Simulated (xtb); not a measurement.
Geometry relaxation of Si2H5O2F (part 2 of 4)

The same run, continued: Si2H5O2F, SMILES O[SiH2]O[SiH2]F; GFN2-xTB (xtb 6.7.1).  The settings are looser than a standard set-up, so the numbers are not reference values.

Geometry of the input (Å):
```
O  -2.1983  -0.6141  -0.8533
Si -0.9648  -0.6458  0.4160
O  0.1086  0.4235  0.2314
Si 1.6036  0.7345  -0.1375
F  2.5430  0.8377  1.1861
H  -2.7713  0.1170  -0.7947
H  -0.4505  -2.0381  0.0653
H  -1.7443  -0.6569  1.6446
H  2.2652  -0.2031  -1.0547
H  1.5750  2.2054  -0.7529
```

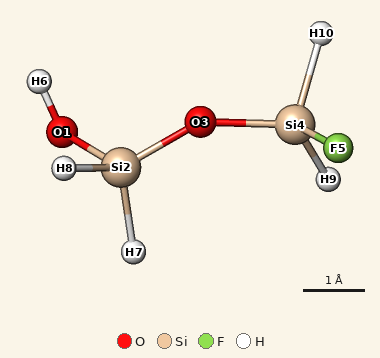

**Figure 1.** The input geometry (ball-and-stick view, seen at a tilt; atoms are numbered from 1 in the order of the input).

## The program's output, continued
```
 iter      E             dE          RMSdq      gap      omega  full diag
   1    -19.2191020 -0.192191E+02  0.449E-01    6.21       0.0  T
   2    -19.2191379 -0.359188E-04  0.307E-01    6.24       1.0  T
   3    -19.2191399 -0.204880E-05  0.871E-02    6.24       1.0  T
   4    -19.2191421 -0.213528E-05  0.368E-02    6.25       1.0  T
   5    -19.2191442 -0.213916E-05  0.153E-02    6.24       2.1  T
   6    -19.2191443 -0.640925E-07  0.361E-03    6.24       8.7  T
   7    -19.2191443 -0.212928E-07  0.162E-03    6.24      19.5  T
   8    -19.2191443 -0.229184E-08  0.455E-04    6.24      69.5  T
   9    -19.2191443 -0.945803E-10  0.125E-04    6.24     253.7  T
     SCC iter.                  ...        0 min,  0.003 sec
     gradient                   ...        0 min,  0.002 sec
 * total energy  :   -19.1082193 Eh     change       -0.1502835E-02 Eh
   gradient norm :     0.0157670 Eh/α   predicted    -0.1719371E-02 (  14.41%)
   displ. norm   :     0.0936687 α      lambda       -0.5177050E-03
   maximum displ.:     0.0752740 α      in ANC's #6, #10, #11, ...

........................................................................
.............................. CYCLE    5 ..............................
........................................................................

 iter      E             dE          RMSdq      gap      omega  full diag
   1    -19.2202069 -0.192202E+02  0.287E-01    6.28       0.0  T
   2    -19.2202092 -0.225973E-05  0.193E-01    6.29       1.0  T
   3    -19.2202098 -0.664369E-06  0.227E-02    6.29       1.4  T
   4    -19.2202105 -0.638187E-06  0.107E-02    6.29       3.0  T
   5    -19.2202105 -0.383017E-07  0.441E-03    6.29       7.2  T
   6    -19.2202105 -0.173721E-07  0.232E-03    6.29      13.7  T
   7    -19.2202105 -0.190495E-08  0.116E-03    6.29      27.3  T
   8    -19.2202105 -0.149475E-08  0.412E-04    6.29      76.8  T
   9    -19.2202105 -0.137973E-09  0.996E-05    6.29     317.6  T
     SCC iter.                  ...        0 min,  0.003 sec
     gradient                   ...        0 min,  0.003 sec
 * total energy  :   -19.1086149 Eh     change       -0.3956102E-03 Eh
   gradient norm :     0.0102695 Eh/α   predicted    -0.2611248E-03 ( -33.99%)
   displ. norm   :     0.1716977 α      lambda       -0.5672604E-03
   maximum displ.:     0.1335221 α      in ANC's #6, #3, #5, ...

........................................................................
.............................. CYCLE    6 ..............................
........................................................................

 iter      E             dE          RMSdq      gap      omega  full diag
   1    -19.2216438 -0.192216E+02  0.399E-01    6.32       0.0  T
   2    -19.2216487 -0.491981E-05  0.267E-01    6.33       1.0  T
   3    -19.2216487  0.714757E-07  0.345E-02    6.33       1.0  T
   4    -19.2216517 -0.301196E-05  0.156E-02    6.33       2.0  T
   5    -19.2216517 -0.153728E-07  0.630E-03    6.33       5.0  T
   6    -19.2216517 -0.229839E-07  0.339E-03    6.33       9.3  T
   7    -19.2216517 -0.637254E-08  0.175E-03    6.33      18.0  T
   8    -19.2216517 -0.282536E-08  0.394E-04    6.33      80.4  T
   9    -19.2216517 -0.112262E-09  0.124E-04    6.33     254.9  T
     SCC iter.                  ...        0 min,  0.003 sec
     gradient                   ...        0 min,  0.002 sec
 * total energy  :   -19.1089608 Eh     change       -0.3458637E-03 Eh
   gradient norm :     0.0064824 Eh/α   predicted    -0.2919912E-03 ( -15.58%)
   displ. norm   :     0.0846603 α      lambda       -0.1333423E-03
   maximum displ.:     0.0465241 α      in ANC's #6, #3, #5, ...

........................................................................
.............................. CYCLE    7 ..............................
........................................................................

 iter      E             dE          RMSdq      gap      omega  full diag
   1    -19.2220481 -0.192220E+02  0.125E-01    6.33       0.0  T
   2    -19.2220488 -0.755569E-06  0.837E-02    6.33       1.0  T
   3    -19.2220487  0.176297E-06  0.150E-02    6.33       2.1  T
   4    -19.2220492 -0.532298E-06  0.621E-03    6.33       5.1  T
   5    -19.2220492 -0.206282E-07  0.317E-03    6.33      10.0  T
   6    -19.2220492 -0.679575E-08  0.132E-03    6.33      24.0  T
   7    -19.2220492 -0.769823E-09  0.516E-04    6.33      61.3  T
   8    -19.2220492 -0.245194E-09  0.288E-04    6.33     109.8  T
     SCC iter.                  ...        0 min,  0.003 sec
     gradient                   ...        0 min,  0.002 sec
 * total energy  :   -19.1090645 Eh     change       -0.1036870E-03 Eh
   gradient norm :     0.0060248 Eh/α   predicted    -0.6715042E-04 ( -35.24%)
   displ. norm   :     0.1384433 α      lambda       -0.1931346E-03
   maximum displ.:     0.0713634 α      in ANC's #3, #6, #2, ...

........................................................................
.............................. CYCLE    8 ..............................
........................................................................

 iter      E             dE          RMSdq      gap      omega  full diag
   1    -19.2224438 -0.192224E+02  0.158E-01    6.32       0.0  T
   2    -19.2224448 -0.102160E-05  0.102E-01    6.32       1.0  T
   3    -19.2224448 -0.160726E-07  0.174E-02    6.33       1.8  T
   4    -19.2224452 -0.446281E-06  0.767E-03    6.33       4.1  T
   5    -19.2224453 -0.389226E-07  0.408E-03    6.33       7.8  T
   6    -19.2224453 -0.884098E-08  0.122E-03    6.33      26.0  T
   7    -19.2224453 -0.104593E-08  0.643E-04    6.33      49.2  T
   8    -19.2224453 -0.360586E-09  0.333E-04    6.33      94.9  T
     SCC iter.                  ...        0 min,  0.003 sec
     gradient                   ...        0 min,  0.002 sec
 * total energy  :   -19.1092048 Eh     change       -0.1403073E-03 Eh
   gradient norm :     0.0069580 Eh/α   predicted    -0.9841592E-04 ( -29.86%)
   displ. norm   :     0.1407150 α      lambda       -0.1852147E-03
   maximum displ.:     0.0845837 α      in ANC's #3, #2, #6, ...

........................................................................
.............................. CYCLE    9 ..............................
........................................................................

 iter      E             dE          RMSdq      gap      omega  full diag
   1    -19.2228330 -0.192228E+02  0.145E-01    6.31       0.0  T
   2    -19.2228336 -0.650963E-06  0.925E-02    6.31       1.0  T
   3    -19.2228338 -0.118773E-06  0.114E-02    6.31       2.8  T
   4    -19.2228339 -0.153605E-06  0.511E-03    6.31       6.2  T
   5    -19.2228339 -0.237368E-07  0.240E-03    6.31      13.2  T
   6    -19.2228339 -0.344786E-08  0.813E-04    6.31      38.9  T
   7    -19.2228339 -0.123534E-08  0.230E-04    6.31     137.3  T
     SCC iter.                  ...        0 min,  0.002 sec
     gradient                   ...        0 min,  0.002 sec
 * total energy  :   -19.1093435 Eh     change       -0.1386908E-03 Eh
   gradient norm :     0.0063349 Eh/α   predicted    -0.9444052E-04 ( -31.91%)
   displ. norm   :     0.1703951 α      lambda       -0.1906191E-03
   maximum displ.:     0.1039085 α      in ANC's #3, #2, #6, ...

........................................................................
.............................. CYCLE   10 ..............................
........................................................................

 iter      E             dE          RMSdq      gap      omega  full diag
   1    -19.2226070 -0.192226E+02  0.163E-01    6.29       0.0  T
   2    -19.2226085 -0.151865E-05  0.114E-01    6.28       1.0  T
   3    -19.2226089 -0.347982E-06  0.121E-02    6.28       2.6  T
   4    -19.2226089 -0.700864E-07  0.582E-03    6.28       5.4  T
   5    -19.2226089 -0.920482E-08  0.225E-03    6.28      14.1  T
   6    -19.2226089 -0.726321E-08  0.624E-04    6.28      50.7  T
   7    -19.2226089 -0.412825E-10  0.232E-04    6.28     136.2  T
     SCC iter.                  ...        0 min,  0.002 sec
     gradient                   ...        0 min,  0.002 sec
 * total energy  :   -19.1094819 Eh     change       -0.1384558E-03 Eh
   gradient norm :     0.0066390 Eh/α   predicted    -0.9807786E-04 ( -29.16%)
   displ. norm   :     0.1627455 α      lambda       -0.2363734E-03
   maximum displ.:     0.1110263 α      in ANC's #3, #2, #1, ...

........................................................................
.............................. CYCLE   11 ..............................
........................................................................

 iter      E             dE          RMSdq      gap      omega  full diag
   1    -19.2241182 -0.192241E+02  0.209E-01    6.26       0.0  T
   2    -19.2241213 -0.312889E-05  0.149E-01    6.26       1.0  T
   3    -19.2241218 -0.454802E-06  0.184E-02    6.26       1.7  T
   4    -19.2241221 -0.306927E-06  0.731E-03    6.25       4.3  T
   5    -19.2241222 -0.802859E-07  0.454E-03    6.26       7.0  T
   6    -19.2241222 -0.590760E-08  0.152E-03    6.26      20.8  T
   7    -19.2241222  0.425914E-09  0.100E-03    6.26      31.6  T
   8    -19.2241222 -0.169529E-08  0.473E-04    6.26      66.9  T
   9    -19.2241222 -0.169063E-09  0.115E-04    6.26     275.6  T
     SCC iter.                  ...        0 min,  0.003 sec
     gradient                   ...        0 min,  0.002 sec
 * total energy  :   -19.1095450 Eh     change       -0.6310407E-04 Eh
   gradient norm :     0.0103739 Eh/α   predicted    -0.1213157E-03 (  92.25%)
   displ. norm   :     0.2733024 α      lambda       -0.2649312E-03
   maximum displ.:     0.1582191 α      in ANC's #3, #2, #6, ...

........................................................................
.............................. CYCLE   12 ..............................
........................................................................

 iter      E             dE          RMSdq      gap      omega  full diag
   1    -19.2194721 -0.192195E+02  0.254E-01    6.22       0.0  T
   2    -19.2194835 -0.113871E-04  0.182E-01    6.22       1.0  T
   3    -19.2194850 -0.151522E-05  0.440E-02    6.22       1.0  T
   4    -19.2194853 -0.274174E-06  0.134E-02    6.22       2.4  T
   5    -19.2194853 -0.930914E-08  0.609E-03    6.22       5.2  T
   6    -19.2194853 -0.693815E-07  0.195E-03    6.22      16.2  T
   7    -19.2194853 -0.256808E-08  0.791E-04    6.22      40.0  T
   8    -19.2194853 -0.568040E-09  0.383E-04    6.22      82.7  T
     SCC iter.                  ...        0 min,  0.003 sec
     gradient                   ...        0 min,  0.002 sec
 * total energy  :   -19.1094698 Eh     change        0.7524635E-04 Eh
   gradient norm :     0.0159018 Eh/α   predicted    -0.1423628E-03 (-289.20%)
   displ. norm   :     0.2071534 α      lambda       -0.4727843E-03
   maximum displ.:     0.1315274 α      in ANC's #3, #2, #6, ...

........................................................................
.............................. CYCLE   13 ..............................
........................................................................

 iter      E             dE          RMSdq      gap      omega  full diag
   1    -19.2234364 -0.192234E+02  0.208E-01    6.26       0.0  T
   2    -19.2234424 -0.599997E-05  0.152E-01    6.26       1.0  T
   3    -19.2234433 -0.878035E-06  0.253E-02    6.26       1.2  T
   4    -19.2234435 -0.206273E-06  0.109E-02    6.26       2.9  T
   5    -19.2234436 -0.600728E-07  0.527E-03    6.26       6.0  T
   6    -19.2234436 -0.268144E-07  0.991E-04    6.26      31.9  T
   7    -19.2234436 -0.527677E-09  0.463E-04    6.26      68.4  T
     SCC iter.                  ...        0 min,  0.002 sec
     gradient                   ...        0 min,  0.002 sec
 * total energy  :   -19.1096370 Eh     change       -0.1672670E-03 Eh
   gradient norm :     0.0024646 Eh/α   predicted    -0.2465356E-03 (  47.39%)
   displ. norm   :     0.0436771 α      lambda       -0.1986479E-04
   maximum displ.:     0.0261082 α      in ANC's #2, #3, #6, ...

........................................................................
.............................. CYCLE   14 ..............................
........................................................................

 iter      E             dE          RMSdq      gap      omega  full diag
   1    -19.2232954 -0.192233E+02  0.426E-02    6.25       0.0  T
   2    -19.2232956 -0.153558E-06  0.299E-02    6.25       1.1  T
   3    -19.2232956 -0.866855E-08  0.494E-03    6.25       6.4  T
   4    -19.2232956 -0.170969E-07  0.179E-03    6.25      17.7  T
   5    -19.2232956 -0.112280E-07  0.101E-03    6.25      31.4  T
   6    -19.2232956 -0.681958E-09  0.236E-04    6.25     133.8  T
   7    -19.2232956 -0.641514E-10  0.142E-04    6.25     223.0  T
     SCC iter.                  ...        0 min,  0.002 sec
     gradient                   ...        0 min,  0.002 sec
 * total energy  :   -19.1096546 Eh     change       -0.1760129E-04 Eh
   gradient norm :     0.0017073 Eh/α   predicted    -0.9949799E-05 ( -43.47%)
   displ. norm   :     0.2797510 α      lambda       -0.6600147E-04
   maximum displ.:     0.1824884 α      in ANC's #2, #3, #6, ...

   *** GEOMETRY OPTIMIZATION CONVERGED AFTER 14 ITERATIONS ***

------------------------------------------------------------------------
 total energy gain   :        -0.0328412 Eh      -20.6081 kcal/mol
 total RMSD          :         0.3943048 a0        0.2087 Å
 total power (kW/mol):        -6.1588892 (step) -995.3291 (real)
------------------------------------------------------------------------

 ANCopt (total)                0 d,  0 h,  0 min,  0.087 sec
 optimizer setup                ...        0 min,  0.000 sec (  0.086%)
 model hessian                  ...        0 min,  0.000 sec (  0.450%)
 ANC generation                 ...        0 min,  0.000 sec (  0.178%)
 coordinate transformation      ...        0 min,  0.000 sec (  0.104%)
 single point calculation       ...        0 min,  0.083 sec ( 95.919%)
 optimization log               ...        0 min,  0.001 sec (  0.994%)
 hessian update                 ...        0 min,  0.000 sec (  0.113%)
 rational function              ...        0 min,  0.001 sec (  1.372%)

================
 final structure:
================
$coord
       -4.16799376043496       -1.17913091008349       -1.40756840404592      o
       -2.03148150436197       -1.50273041528241        0.75779626129631      si
        0.24643888576060        0.50238074941010        0.21766820872373      o
        3.03476816193960        1.50940433965546       -0.39692640122362      si
        4.59151291129680        1.47908132313251        2.20767556735636      f
       -4.75434293331117        0.44419520662901       -1.92438736305972      h
       -1.15547811915850       -4.07615288997164        0.39674914176303      h
       -2.95628831435917       -0.81731997361019        3.26074817340185      h
        4.36933830331197       -0.19358850733893       -2.07767715231789      h
        2.75959693452038        4.13629284644429       -1.12792183124290      h
$end

 Bond Distances (Angstroems)
 ---------------------------
O1-Si2=1.6188        O1-H6=0.9534         Si2-O1=1.6188        Si2-O3=1.6311        Si2-H7=1.4512        Si2-H8=1.4579
O3-Si2=1.6311        O3-Si4=1.6022        Si4-O3=1.6022        Si4-F5=1.6058        Si4-H9=1.4498        Si4-H10=1.4502
F5-Si4=1.6058        H6-O1=0.9534         H7-Si2=1.4512        H8-Si2=1.4579        H9-Si4=1.4498        H10-Si4=1.4502
 O  H  Rav=0.9534 sigma=0.0000  Rmin=0.9534  Rmax=0.9534     1
 Si H  Rav=1.4523 sigma=0.0033  Rmin=1.4498  Rmax=1.4579     4
 Si O  Rav=1.6174 sigma=0.0119  Rmin=1.6022  Rmax=1.6311     3
 Si F  Rav=1.6058 sigma=0.0000  Rmin=1.6058  Rmax=1.6058     1

 selected bond angles (degree)
```
